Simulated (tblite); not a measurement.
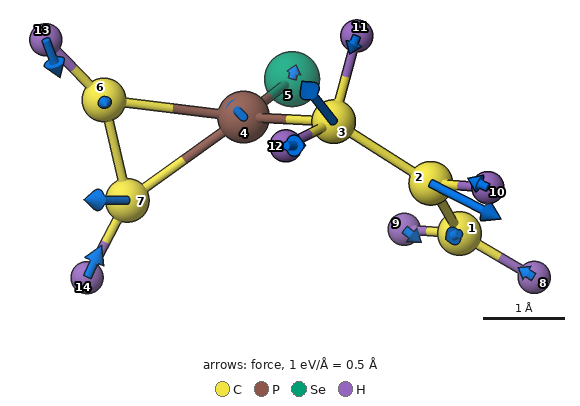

Starting geometry of C$_{5}$H$_{7}$PSe with the computed forces as blue arrows. The picture is a ball-and-stick view, seen from a free direction.

The calculation used GFN2-xTB geometry optimisation, gas phase (tblite). 

Q: Is this structure relaxed? If not, where do the atoms go?

A: It isn't relaxed: the largest force vector, on C2, is 2.14 eV/Å. The final displacements have little in common with the starting forces (cosine between the two patterns 0.18). Se5 moves most after the best rigid fit: 0.62 Å. By element the largest moves are Se 0.62 Å, H 0.51 Å, C 0.30 Å, P 0.18 Å. Near-neighbour distances that change, for instance: C2–C3 1.455 → 1.495 Å, C3–P4 1.814 → 1.850 Å, C3–H12 1.126 → 1.094 Å, C6–H13 1.103 → 1.072 Å. Among the angles between lasting bonds that change: Se5–P4–C7 111.2° → 126.0°, C7–C6–H13 150.6° → 139.9°, P4–C6–H13 142.2° → 151.2°. The energy falls by 41.2 kJ/mol in 78 geometry steps. The run took 0.42 s on 1 thread of Arm Neoverse V2 (shared host).
